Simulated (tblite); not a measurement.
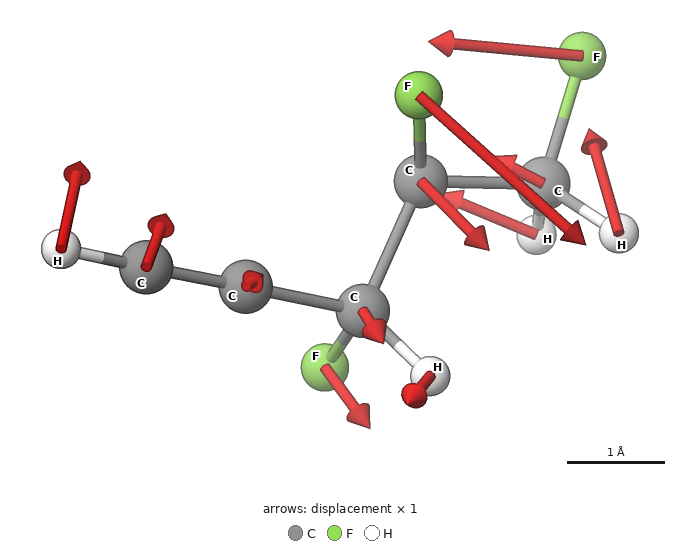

This is a relaxation of C$_{5}$H$_{4}$F$_{3}$ (multiplicity 2). The starting structure is drawn; red arrows show the displacements, at their true length. The two geometries are superimposed by the best rigid fit.

The picture is a ball-and-stick view, seen at a tilt.

Level of theory: GFN2-xTB geometry optimisation, gas phase (tblite 0.8.0). 

Which element moves most?

Fluorine: up to 2.34 Å, against 1.50 Å for hydrogen.

What did the optimiser do to the structure, and how much energy did it gain?

The energy falls by 0.402 eV in 159 geometry steps. The atom that moves furthest after the best rigid fit is an F atom (2.34 Å). Largest moves by element: F 2.34 Å, H 1.50 Å, C 1.09 Å. Near-neighbour distances that change, for instance: C–C 1.224 → 1.197 Å, C–F 1.374 → 1.400 Å, C–C 1.505 → 1.485 Å, C–F 1.365 → 1.345 Å. Among the angles between lasting bonds that change: C–C–C 115.9° → 125.0°, C–C–F 107.5° → 112.1°, F–C–H 110.2° → 105.7°.
